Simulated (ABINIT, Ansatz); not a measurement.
# Quasiparticle gap of K2MgH4 (I4/mmm) in ABINIT, part 2 of 3

Aim: the G0W0 gap of K2MgH4 (I4/mmm) on LDA, step by step.

ABINIT 10.8.3; LDA and many-body steps on it, plane waves. Known limits of the many-body steps: not at the basis limit.

So far. Step 2 (Ground state): The gap is indirect, with the least direct gap 0.38 eV higher.

## Step 3: Bands along the symmetry lines

Level of this step: DFT, LDA, plane waves, norm-conserving pseudopotentials (ABINIT).

The cheap functional maps the bands first; the places of the edges decide which points the dearer methods must see.

File run.abi:

```
acell 3*1.0 Angstrom
rprim 
  -2.018050000000 2.018050000000 6.796050000000
  2.018050000000 -2.018050000000 6.796050000000
  2.018050000000 2.018050000000 -6.796050000000
ntypat 3
znucl 19 12 1
natom 7
typat 1 1 2 3 3 3 3
xred 
  0.351300000000 0.351300000000 0.000000000000
  0.648700000000 0.648700000000 0.000000000000
  0.000000000000 0.000000000000 0.000000000000
  0.147200000000 0.147200000000 0.000000000000
  0.852800000000 0.852800000000 0.000000000000
  0.500000000000 0.000000000000 0.500000000000
  0.000000000000 0.500000000000 0.500000000000
pp_dirpath "pseudos"
pseudos "K.upf, Mg.upf, H.upf"
ecut 38
iscf -2
irdden 1
kptopt 0
nkpt 40
kpt 
  0.00000000 0.00000000 0.00000000
  0.00000000 0.00000000 0.12500000
  0.00000000 0.00000000 0.25000000
  0.00000000 0.00000000 0.37500000
  0.00000000 0.00000000 0.50000000
  0.06250000 0.06250000 0.43750000
  0.12500000 0.12500000 0.37500000
  0.18750000 0.18750000 0.31250000
  0.25000000 0.25000000 0.25000000
  0.18750000 0.31250000 0.18750000
  0.12500000 0.37500000 0.12500000
  0.06250000 0.43750000 0.06250000
  0.00000000 0.50000000 0.00000000
  0.00000000 0.37500000 0.00000000
  0.00000000 0.25000000 0.00000000
  0.00000000 0.12500000 0.00000000
  0.00000000 0.00000000 0.00000000
  0.12500000 0.12500000 -0.12500000
  0.25000000 0.25000000 -0.25000000
  0.37500000 0.37500000 -0.37500000
  0.50000000 0.50000000 -0.50000000
  0.44301101 0.55698899 -0.44301101
  0.38602201 0.61397799 -0.38602201
  0.32903301 0.67096698 -0.32903301
  0.27204402 0.72795598 -0.27204402
  -0.27204402 0.27204402 0.27204402
  -0.20403301 0.20403301 0.20403301
  -0.13602201 0.13602201 0.13602201
  -0.06801101 0.06801101 0.06801101
  0.00000000 0.00000000 0.00000000
  -0.00000000 0.00000000 0.50000000
  -0.01102201 0.01102201 0.50000000
  -0.02204402 0.02204402 0.50000000
  -0.03306602 0.03306602 0.50000000
  -0.04408803 0.04408803 0.50000000
  0.50000000 0.50000000 -0.04408803
  0.50000000 0.50000000 -0.15806602
  0.50000000 0.50000000 -0.27204401
  0.50000000 0.50000000 -0.38602201
  0.50000000 0.50000000 -0.50000000
istwfk *1
nband 23
nbdbuf 2
tolwfr 1e-08
nstep 40
prtwf 0
prtvol 0
indata_prefix "in"
outdata_prefix "out"
tmpdata_prefix "tmp"
```

On the command line:

```sh
$ OMP_NUM_THREADS=1 mpirun -n 4 abinit run.abi > log
```

Numbers of over 12 decimals in the logs are rounded to 6 here.

The program printed:

```text
.Version 10.8.3 of ABINIT. v10.8.2 released Aug 2026.

 Symmetries : space group I4/m m m (#139); Bravais tI (body-center tetrag.)
[... echo of the input left out ...]
== DATASET  1 ==================================================================
-   mpi_nproc: 4, omp_nthreads: 1 (-1 if OMP is not activated)

--- !DatasetInfo
iteration_state: {dtset: 1, }
dimensions: {natom: 7, nkpt: 40, mband: 23, nsppol: 1, nspinor: 1, nspden: 1, mpw: 8435, }
cutoff_energies: {ecut:  38.0, pawecutdg:  -1.0, }
electrons: {nelect:   3.20000000E+01, charge:   0.00000000E+00, occopt:   1.00000000E+00, tsmear:   1.00000000E-02, }

 Real(R)+Recip(G) space primitive vectors, cartesian coordinates (Bohr,Bohr^-1):
 R(1)= -3.8135618  3.8135618 12.8426732  G(1)=  0.0000000  0.1311110  0.0389327
 R(2)=  3.8135618 -3.8135618 12.8426732  G(2)=  0.1311110  0.0000000  0.0389327
 R(3)=  3.8135618  3.8135618-12.8426732  G(3)=  0.1311110  0.1311110  0.0000000
 Unit cell volume ucvol=  7.4709702E+02 bohr^3
 Angles (23,13,12)=  1.48220980E+02  1.48220980E+02  4.55592598E+01 degrees

 getcut: wavevector=  0.0000  0.0000  0.0000  ngfft=  80  80  80
         ecut(hartree)=     38.000   => boxcut(ratio)=   2.06971

--- Pseudopotential description ------------------------------------------------
- K Generated using ONCVPSP code by D. R. Hamann
- 19.00000   9.00000  180309                  znucl, zion, pspdat
12 -1012 2 -1 2170                            pspcod,pspxc,lmax,lloc,mmax
     nproj     2     2     2
  pspatm : epsatm=    8.21740868
         --- l  ekb(1:nproj) -->
             0   10.940065    0.829722
             1    4.437415    0.568178
             2   -3.386874   -1.066382
 pspatm: atomic psp has been read  and splines computed

- Mg Generated using ONCVPSP code by D. R. Hamann
- 12.00000  10.00000  180309                  znucl, zion, pspdat
12 -1012 1 -1 1510                            pspcod,pspxc,lmax,lloc,mmax
     nproj     2     2     0
  pspatm : epsatm=    9.23542517
         --- l  ekb(1:nproj) -->
[...]
pspatm: atomic psp has been read  and splines computed

- H Generated using ONCVPSP code by D. R. Hamann
-  1.00000   1.00000  180309                  znucl, zion, pspdat
12 -1012 1 -1 1180                            pspcod,pspxc,lmax,lloc,mmax
     nproj     2     1     0
  pspatm : epsatm=    0.35439867
         --- l  ekb(1:nproj) -->
[...]
1   -0.275071
 pspatm: atomic psp has been read  and splines computed

--------------------------------------------------------------------------------

================================================================================
 prteigrs : about to open file out_EIG
 Non-SCF case, kpt    1 (  0.00000  0.00000  0.00000), residuals and eigenvalues=
  5.88E-09  1.49E-09  2.21E-09  5.27E-09  6.13E-09  7.32E-09  5.46E-09  4.39E-09
[...]
2.5345E-01  2.6962E-01  2.8313E-01  3.3260E-01  3.3382E-01

--- !ResultsGS
iteration_state: {dtset: 1, }
comment   : Summary of ground state results
lattice_vectors:
- [ -3.8135618,   3.8135618,  12.8426732, ]
- [  3.8135618,  -3.8135618,  12.8426732, ]
- [  3.8135618,   3.8135618, -12.8426732, ]
lattice_lengths: [  13.92913,   13.92913,   13.92913, ]
lattice_angles: [148.221, 148.221,  45.559, ] # degrees, (23, 13, 12)
lattice_volume:   7.4709702E+02
convergence: {deltae:  0.000E+00, res2:  0.000E+00, residm:  9.994E-09, diffor:  0.000E+00, }
etotal    :  -1.21493586E+02
entropy   :   0.00000000E+00
fermie    :   5.30595656E-02
cartesian_stress_tensor: null
pressure_GPa: null
xred      :
- [  3.5130E-01,   3.5130E-01,  -4.2693E-18,  K]
- [  6.4870E-01,   6.4870E-01,  -7.8836E-18,  K]
- [  0.0000E+00,   0.0000E+00,   0.0000E+00, Mg]
- [  1.4720E-01,   1.4720E-01,  -1.7889E-18,  H]
- [  8.5280E-01,   8.5280E-01,  -1.0364E-17,  H]
- [  5.0000E-01,  -1.1280E-17,   5.0000E-01,  H]
- [ -1.1280E-17,   5.0000E-01,   5.0000E-01,  H]
cartesian_forces: null
force_length_stats: {min: null, max: null, mean: null, }

 Integrated electronic density in atomic spheres:
 ------------------------------------------------
 Atom  Sphere_radius  Integrated_density
[...]
================================================================================

 ----iterations are completed or convergence reached----

 Mean square residual over all n,k,spin=   59.774E-10; max=  99.938E-10
 reduced coordinates (array xred) for    7 atoms
[...]
0.500000000000     -0.000000000000      0.500000000000
      -0.000000000000      0.500000000000      0.500000000000

 cartesian coordinates (angstrom) at end:
    1     -0.000000     0.000000     4.774905
    2     -0.000000    -0.000000     8.817195
    3      0.000000     0.000000     0.000000
    4     -0.000000     0.000000     2.000757
    5     -0.000000     0.000000    11.591343
    6      0.000000     2.018050     0.000000
    7      2.018050     0.000000     0.000000
 length scales=  1.889726125908  1.889726125908  1.889726125908 bohr
              =  1.000000000000  1.000000000000  1.000000000000 angstroms
 prteigrs : about to open file out_EIG
 Eigenvalues (hartree) for nkpt=  40  k points:
 kpt#   1, nband= 23, wtk=  1.00000, kpt=  0.0000  0.0000  0.0000 (reduced coord)
[...]
kpt#   2, nband= 23, wtk=  1.00000, kpt=  0.0000  0.0000  0.1250 (reduced coord)
[...]
kpt#   3, nband= 23, wtk=  1.00000, kpt=  0.0000  0.0000  0.2500 (reduced coord)
[...]
kpt#  39, nband= 23, wtk=  1.00000, kpt=  0.5000  0.5000 -0.3860 (reduced coord)
[...]
0.22323    0.24034    0.25076    0.27892    0.28709    0.30079    0.30474
 kpt#  40, nband= 23, wtk=  1.00000, kpt=  0.5000  0.5000 -0.5000 (reduced coord)
  -2.64048   -1.44362   -1.44362   -1.44291   -1.01178   -1.01098   -0.41531   -0.41360
  -0.41150   -0.41150   -0.40855   -0.40855   -0.11567   -0.03958    0.03492    0.05232
   0.22853    0.25345    0.25345    0.26962    0.28313    0.33260    0.33382

== END DATASET(S) ==============================================================
================================================================================

 -outvars: echo values of variables after computation  --------
            nband          23
             nkpt          40
          spgroup         139
 [... the other variables as echoed above ...]

 Calculation completed.
```

It took 84 s on 4 MPI ranks of Arm Neoverse V1, shared host; peak memory 0.56 GiB.

Numbers from this step:

```
gap                        : 2.994 eV
k of the valence top       : 0, 0, 0
k of the conduction bottom : 0, 0, 0.25
least direct gap           : 3.415 eV
```

The gap is 2.994 eV, as in the run before at this level.

Electronic bands along the path, in eV, zero at the top of the highest filled band:

```
     point  band 13  band 14  band 15  band 16  band 17  band 18  band 19  band 20
         Γ    -4.84    -1.83    -0.88     0.00     4.83     5.05     5.44     5.44
         X    -2.00    -1.82    -1.82    -1.40     3.77     4.55     4.57     4.65
         P    -2.00    -1.82    -1.82    -1.40     4.12     4.18     4.56     4.56
         N    -3.27    -2.25    -1.23    -0.21     3.34     4.00     5.72     5.93
         Γ    -4.84    -1.83    -0.88     0.00     4.83     5.05     5.44     5.44
         M    -4.59    -2.52    -0.49    -0.02     4.77     5.45     5.45     5.89
         S    -3.31    -2.18    -1.35    -0.16     3.26     4.30     5.61     5.75
jump to S0    -3.31    -2.18    -1.35    -0.16     3.26     4.30     5.61     5.75
         Γ    -4.84    -1.83    -0.88     0.00     4.83     5.05     5.44     5.44
 jump to X    -2.00    -1.82    -1.82    -1.40     3.77     4.55     4.57     4.65
         R    -2.21    -1.80    -1.65    -1.40     3.88     4.49     4.58     4.66
 jump to G    -2.21    -1.80    -1.65    -1.40     3.88     4.49     4.58     4.66
         M    -4.59    -2.52    -0.49    -0.02     4.77     5.45     5.45     5.89
```

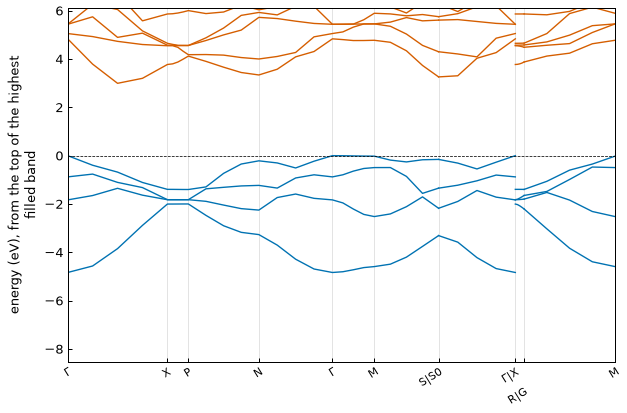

Electronic bands along the path; lines of filled and empty bands in two colours.

## Step 4: Empty states on the mesh, 4×4×4 mesh, 293 bands

The sums over transitions need many empty states on a uniform mesh; this step solves for them.

File run.abi:

```
acell 3*1.0 Angstrom
rprim 
  -2.018050000000 2.018050000000 6.796050000000
  2.018050000000 -2.018050000000 6.796050000000
  2.018050000000 2.018050000000 -6.796050000000
ntypat 3
znucl 19 12 1
natom 7
typat 1 1 2 3 3 3 3
xred 
  0.351300000000 0.351300000000 0.000000000000
  0.648700000000 0.648700000000 0.000000000000
  0.000000000000 0.000000000000 0.000000000000
  0.147200000000 0.147200000000 0.000000000000
  0.852800000000 0.852800000000 0.000000000000
  0.500000000000 0.000000000000 0.500000000000
  0.000000000000 0.500000000000 0.500000000000
pp_dirpath "pseudos"
pseudos "K.upf, Mg.upf, H.upf"
ecut 38
ngkpt 4 4 4
nshiftk 1
shiftk 0 0 0
kptopt 1
chksymbreak 0
iscf -2
irdden 1
istwfk *1
nband 293
nbdbuf 26
tolwfr 1e-09
nstep 60
prtvol 0
indata_prefix "in"
outdata_prefix "out"
tmpdata_prefix "tmp"
```

The program printed:

```text
.Version 10.8.3 of ABINIT. v10.8.2 released Aug 2026.

 Symmetries : space group I4/m m m (#139); Bravais tI (body-center tetrag.)
[... echo of the input left out ...]
== DATASET  1 ==================================================================
-   mpi_nproc: 4, omp_nthreads: 1 (-1 if OMP is not activated)

--- !DatasetInfo
iteration_state: {dtset: 1, }
dimensions: {natom: 7, nkpt: 13, mband: 293, nsppol: 1, nspinor: 1, nspden: 1, mpw: 8435, }
cutoff_energies: {ecut:  38.0, pawecutdg:  -1.0, }
electrons: {nelect:   3.20000000E+01, charge:   0.00000000E+00, occopt:   1.00000000E+00, tsmear:   1.00000000E-02, }

 Real(R)+Recip(G) space primitive vectors, cartesian coordinates (Bohr,Bohr^-1):
 R(1)= -3.8135618  3.8135618 12.8426732  G(1)=  0.0000000  0.1311110  0.0389327
 R(2)=  3.8135618 -3.8135618 12.8426732  G(2)=  0.1311110  0.0000000  0.0389327
 R(3)=  3.8135618  3.8135618-12.8426732  G(3)=  0.1311110  0.1311110  0.0000000
 Unit cell volume ucvol=  7.4709702E+02 bohr^3
 Angles (23,13,12)=  1.48220980E+02  1.48220980E+02  4.55592598E+01 degrees

 getcut: wavevector=  0.0000  0.0000  0.0000  ngfft=  80  80  80
         ecut(hartree)=     38.000   => boxcut(ratio)=   2.06971

--- Pseudopotential description ------------------------------------------------
- K Generated using ONCVPSP code by D. R. Hamann
- 19.00000   9.00000  180309                  znucl, zion, pspdat
12 -1012 2 -1 2170                            pspcod,pspxc,lmax,lloc,mmax
     nproj     2     2     2
  pspatm : epsatm=    8.21740868
         --- l  ekb(1:nproj) -->
             0   10.940065    0.829722
             1    4.437415    0.568178
             2   -3.386874   -1.066382
 pspatm: atomic psp has been read  and splines computed

- Mg Generated using ONCVPSP code by D. R. Hamann
- 12.00000  10.00000  180309                  znucl, zion, pspdat
12 -1012 1 -1 1510                            pspcod,pspxc,lmax,lloc,mmax
     nproj     2     2     0
  pspatm : epsatm=    9.23542517
         --- l  ekb(1:nproj) -->
[...]
pspatm: atomic psp has been read  and splines computed

- H Generated using ONCVPSP code by D. R. Hamann
-  1.00000   1.00000  180309                  znucl, zion, pspdat
12 -1012 1 -1 1180                            pspcod,pspxc,lmax,lloc,mmax
     nproj     2     1     0
  pspatm : epsatm=    0.35439867
         --- l  ekb(1:nproj) -->
[...]
1   -0.275071
 pspatm: atomic psp has been read  and splines computed

--------------------------------------------------------------------------------

================================================================================
 prteigrs : about to open file out_EIG
 Non-SCF case, kpt    1 (  0.00000  0.00000  0.00000), residuals and eigenvalues=
  6.03E-10  6.64E-10  5.02E-10  4.63E-10  3.95E-10  4.89E-10  4.71E-10  6.32E-10
[...]
-2.6405E+00 -1.4436E+00 -1.4436E+00 -1.4429E+00 -1.0120E+00 -1.0108E+00
 -4.1947E-01 -4.1114E-01 -4.1114E-01 -4.0908E-01 -4.0891E-01 -4.0891E-01
 -1.2464E-01 -1.4220E-02  2.0762E-02  5.3060E-02  2.3073E-01  2.3878E-01
[...]
3.5353E+00  3.5524E+00  3.5589E+00  3.5589E+00  3.5591E+00  3.5717E+00
  3.6204E+00  3.6396E+00  3.6397E+00  3.6466E+00  3.6495E+00  3.6626E+00
  3.6642E+00  3.6745E+00  3.6758E+00  3.6842E+00  3.6926E+00
 prteigrs : prtvol=0 or 1, do not print more k-points.

--- !ResultsGS
iteration_state: {dtset: 1, }
comment   : Summary of ground state results
lattice_vectors:
- [ -3.8135618,   3.8135618,  12.8426732, ]
- [  3.8135618,  -3.8135618,  12.8426732, ]
- [  3.8135618,   3.8135618, -12.8426732, ]
lattice_lengths: [  13.92913,   13.92913,   13.92913, ]
lattice_angles: [148.221, 148.221,  45.559, ] # degrees, (23, 13, 12)
lattice_volume:   7.4709702E+02
convergence: {deltae:  0.000E+00, res2:  0.000E+00, residm:  9.978E-10, diffor:  0.000E+00, }
etotal    :  -1.21493586E+02
entropy   :   0.00000000E+00
fermie    :   5.30595656E-02
cartesian_stress_tensor: null
pressure_GPa: null
xred      :
- [  3.5130E-01,   3.5130E-01,  -4.2693E-18,  K]
- [  6.4870E-01,   6.4870E-01,  -7.8836E-18,  K]
- [  0.0000E+00,   0.0000E+00,   0.0000E+00, Mg]
- [  1.4720E-01,   1.4720E-01,  -1.7889E-18,  H]
- [  8.5280E-01,   8.5280E-01,  -1.0364E-17,  H]
- [  5.0000E-01,  -1.1280E-17,   5.0000E-01,  H]
- [ -1.1280E-17,   5.0000E-01,   5.0000E-01,  H]
cartesian_forces: null
force_length_stats: {min: null, max: null, mean: null, }

 Integrated electronic density in atomic spheres:
 ------------------------------------------------
 Atom  Sphere_radius  Integrated_density
[...]
================================================================================

 ----iterations are completed or convergence reached----

 Mean square residual over all n,k,spin=   43.004E-11; max=  99.778E-11
 reduced coordinates (array xred) for    7 atoms
[...]
0.500000000000     -0.000000000000      0.500000000000
      -0.000000000000      0.500000000000      0.500000000000

 cartesian coordinates (angstrom) at end:
    1     -0.000000     0.000000     4.774905
    2     -0.000000    -0.000000     8.817195
    3      0.000000     0.000000     0.000000
    4     -0.000000     0.000000     2.000757
    5     -0.000000     0.000000    11.591343
    6      0.000000     2.018050     0.000000
    7      2.018050     0.000000     0.000000
 length scales=  1.889726125908  1.889726125908  1.889726125908 bohr
              =  1.000000000000  1.000000000000  1.000000000000 angstroms
 prteigrs : about to open file out_EIG
 Eigenvalues (hartree) for nkpt=  13  k points:
 kpt#   1, nband=293, wtk=  0.01563, kpt=  0.0000  0.0000  0.0000 (reduced coord)
[...]
3.52176    3.52624    3.52832    3.52832    3.53529    3.55243    3.55889    3.55889
   3.55910    3.57167    3.62038    3.63960    3.63970    3.64665    3.64952    3.66255
   3.66417    3.67455    3.67577    3.68420    3.69255
 prteigrs : prtvol=0 or 1, do not print more k-points.

== END DATASET(S) ==============================================================
================================================================================

 -outvars: echo values of variables after computation  --------
            nband         293
             nkpt          13
          spgroup         139
 [... the other variables as echoed above ...]

 Calculation completed.
```

Elapsed: 11 min, on 4 MPI ranks; peak memory 0.95 GiB; 45 min of CPU time.

This step gave:

* gap: 2.994 eV
* k of the valence top: 0, 0, 0
* k of the conduction bottom: -0.25, 0.25, 0
* least direct gap: 3.375 eV
* k points computed: 13
* lowest point of the top converged band, above the valence top: 91.3843 eV

On this mesh the gap is 2.994 eV.

## Step 5: Screening, 4×4×4 mesh, 118 bands, screening to 141.5 eV

The RPA dielectric matrix is built and inverted for each q.

This step: RPA screening on LDA, plane waves, norm-conserving pseudopotentials.

run.abi: that of step 4 with these lines changed.

```diff
@@ -25,10 +25,11 @@
 chksymbreak 0
-iscf -2
-irdden 1
 istwfk *1
-nband 293
-nbdbuf 26
-tolwfr 1e-09
-nstep 60
-prtvol 0
+occopt 1
+irdwfk 1
+optdriver 3
+nband 118
+ecuteps 5.2
+inclvkb 2
+awtr 1
+symchi 1
 indata_prefix "in"
```

The program printed:

```text
.Version 10.8.3 of ABINIT. v10.8.2 released Aug 2026.

 Symmetries : space group I4/m m m (#139); Bravais tI (body-center tetrag.)
[... echo of the input left out ...]
== DATASET  1 ==================================================================
-   mpi_nproc: 4, omp_nthreads: 1 (-1 if OMP is not activated)

--- !DatasetInfo
iteration_state: {dtset: 1, }
dimensions: {natom: 7, nkpt: 13, mband: 118, nsppol: 1, nspinor: 1, nspden: 1, mpw: 8435, }
cutoff_energies: {ecut:  38.0, pawecutdg:  -1.0, }
electrons: {nelect:   3.20000000E+01, charge:   0.00000000E+00, occopt:   1.00000000E+00, tsmear:   1.00000000E-02, }

 SCREENING: Calculation of the susceptibility and dielectric matrices

 Based on a program developped by R.W. Godby, V. Olevano, G. Onida, and L. Reining.
 Incorporated in ABINIT by V. Olevano, G.-M. Rignanese, and M. Torrent.
.Using double precision arithmetic ; gwpc =  8

[... cell and pseudopotentials left out ...]
--------------------------------------------------------------------------------

 ==== K-mesh for the wavefunctions ====
 Number of points in the irreducible wedge :    13
[... list of points left out ...]
 Together with 16 symmetry operations and time-reversal symmetry
 yields    64 points in the full Brillouin Zone.

 ==== Q-mesh for the screening function ====
 Number of points in the irreducible wedge :    13
[... list of points left out ...]
 Together with 16 symmetry operations and time-reversal symmetry
 yields    64 points in the full Brillouin Zone.

 setmesh: FFT mesh size selected  =    72x   72x   72
          total number of points  =       373248

 vcoul_init : cutoff-mode = AUXILIARY_FUNCTION
 q-points for optical limit:   1
     1)      0.000010    0.000020    0.000030

- screening: taking advantage of time-reversal symmetry
- Maximum band index for partially occupied states nbvw = 16
- Remaining bands to be divided among processors   nbcw = 102
- Number of bands treated by each node ~25

 Number of electrons calculated from density =   32.0000; Expected =   32.0000
 average of density, n =  0.042832
 r_s =    1.7730
 omega_plasma =   19.9637 [eV]

 calculating chi0 at frequencies [eV] :
  1    0.000000E+00    0.000000E+00
  2    0.000000E+00    1.996375E+01

--------------------------------------------------------------------------------
  q-point number  1        q = ( 0.000000, 0.000000, 0.000000) [r.l.u.]
--------------------------------------------------------------------------------
[... chi0 elements left out ...]
 For q-point:  0.000010 0.000020 0.000030
  dielectric constant =   3.2092
  dielectric constant without local fields =   3.6124

  Average fulfillment of the sum rule on Im[epsilon] for q-point    1 :     57.73  [%]
[... wings left out ...]
  q-point number  2        q = ( 0.250000, 0.000000, 0.000000) [r.l.u.]
--------------------------------------------------------------------------------
[... chi0 elements left out ...]
  Average fulfillment of the sum rule on Im[epsilon] for q-point    2 :     63.26  [%]

 [... 11 further q-points ...]
```

Run time: 21 min. Hardware: 4 MPI ranks; peak memory 14 GiB.

This step gave:

```yaml
eps_infinity_with_local_fields_on_this_mesh_along_the_program_s_q_direction: 3.209
the_same_without_local_fields: 3.612
plasma_frequency: 19.96 eV
plane_waves_in_the_screening_matrix: 409
```

Local fields lower ε∞ by 11 %.

(Part 2 of 3 ends here.)

[Paths, hosts, dates, memory and timing lines, banners, echoed tables and standing remarks are left out of the program output.]

[Logs are printed without paths, hosts, clocks, repeated set-up lines and the standing remarks that a program may print on its own settings, such as how far it seeks lower states.]

[Runs of the session that timed out or met a known fault of the program may be left out.]

[Hosts, paths, dates, database ids (printed as entryN), source tags and the programs' standing remarks are cut or masked in the printed files.]

[G0W0 gaps are taken among the corrected bands and points alone; a level outside them can change the order at an edge.]

[Where Ansatz stands beside ABINIT at settings called matched, ABINIT's density can come from a denser mesh and the files from another edition; pairs whose starting gaps differed by over 0.03 eV were left out, so agreement reads better than it is.]
